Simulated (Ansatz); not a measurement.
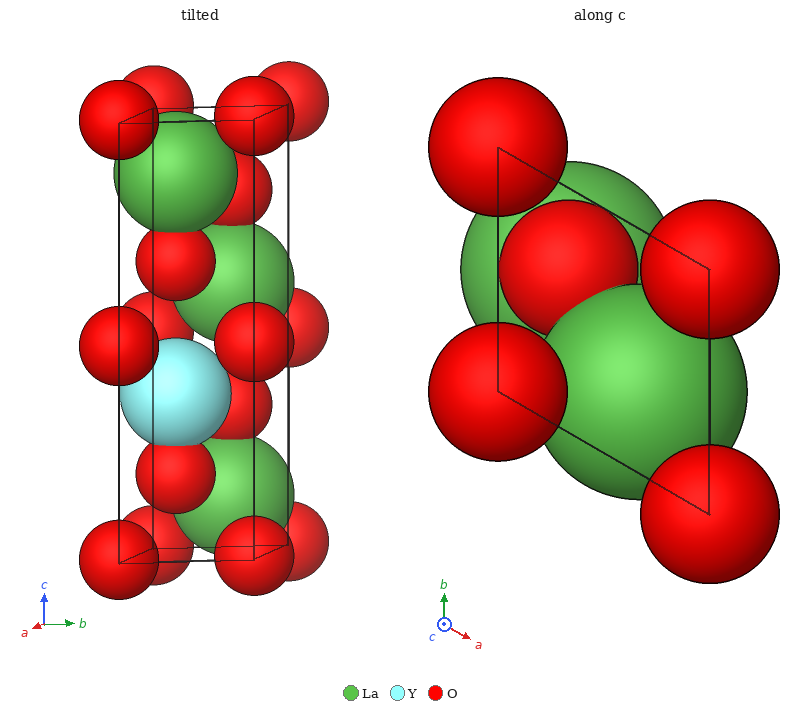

We look at a space-filling model of the crystal slightly off an axis and along the c axis. The wireframe shows the conventional unit cell.

La3YO6, space group P3m1 (No. 156), a = 3.880 Å, b = 3.880 Å, c = 12.227 Å, α = 90.00°, β = 90.00°, γ = 120.00°. The structure was taken from a structure type filled with these elements by a generator (whether the compound takes this form wasn't checked). Earlier steps of the study may have refined or changed the cell and positions. Ansatz was used for an electronic-structure calculation on it.

This one geometry was computed with Ansatz (DFT, plane waves, PAW) at three levels of theory: PBEsol, r2SCAN and PBE.

> Which level gives the highest pressure at this volume, and what does that say about its equilibrium volume?

Highest: PBE (0.0 GPa), which points to the largest equilibrium volume. Lowest, with the smallest volume: PBEsol (-4.9 GPa). Levels within 0.5 GPa of each other can't be told apart.

> How does the band gap change with the level of theory?

PBEsol: a gap of 3.82 eV, indirect; PBE: a gap of 3.89 eV, indirect; r2SCAN: a gap of 4.33 eV, indirect.

> Collect the results in a table.

| level | cutoff (eV) | k-mesh of the run's cell | gap (eV) | pressure (GPa) |
| --- | --- | --- | --- | --- |
| PBEsol | 420 | 6×6×2 | 3.82 | -4.9 |
| r2SCAN | 500 | 6×6×2 | 4.33 | -1.6 |
| PBE | 420 | 6×6×2 | 3.89 | 0.0 |

Gaps are taken on the k-mesh or band path of each run.
